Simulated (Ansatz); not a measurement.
Results of PBEsol-D3(BJ) in Ansatz (PAW) for bcc Ca (high-temperature phase).

Settings: plane-wave cutoff 520 eV, 18×18×18 k mesh, Fermi–Dirac smearing 0.05 eV, scalar-relativistic PAW data made under PBE.

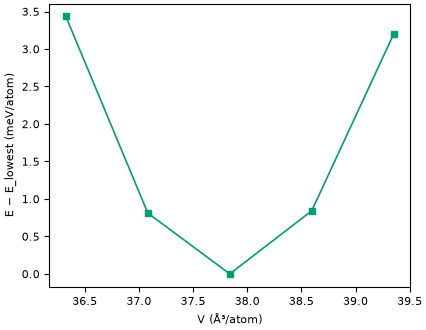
Fig. 1. Total energy against volume

Q: From the curve, estimate the equilibrium volume and the bulk modulus.

A: V0 ≈ 37.8 Å³/atom and B0 ≈ 18 GPa; the fit gives V0 = 37.821 Å³/atom, B0 = 17.5 GPa, B′ = 3.4.

Note: symmetry holds this phase in the static calculation, where it need not be a minimum; the volume lies 10 % below that of the published cell.

The result took around 30 core-seconds (rough).

Ansatz is an electronic-structure program.
